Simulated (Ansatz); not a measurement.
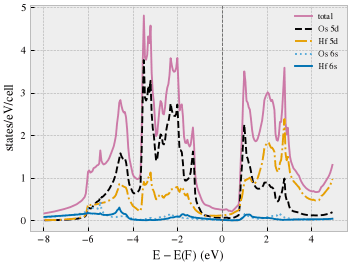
Total and projected density of states of HfOs (CsCl type, Pm-3m), r²SCAN (plane waves, PAW; program Ansatz)

**Question.** Which orbitals carry the states next to the Fermi level?

**Answer.** Within 0.5 eV of the Fermi level: Hf 5d 48 %, Os 5d 25 %, outside the projected shells 19 %. Projections are on Löwdin-orthogonalised atomic valence shells; empty p or d shells of many metals are not among them.

**Question.** Where is the tallest occupied peak in this window, and what makes it?

**Answer.** Near -3.5 eV, about 4.8 states/eV per cell; the largest projected share is Os 5d.

The first step of the workflow began from a Materials Project structure, measured or hypothetical; the Crystallography Open Database files this formula in space group No. 221, but the cells were not matched. Whether it is the stable phase at ambient conditions was not checked. The cell was relaxed with r²SCAN under the symmetry of its start; whether a distortion lowers the energy is not shown. The run is not spin-polarised. Spin–orbit coupling is left out wherever it is not named.

Potentials: the later of the program's two PAW sets.
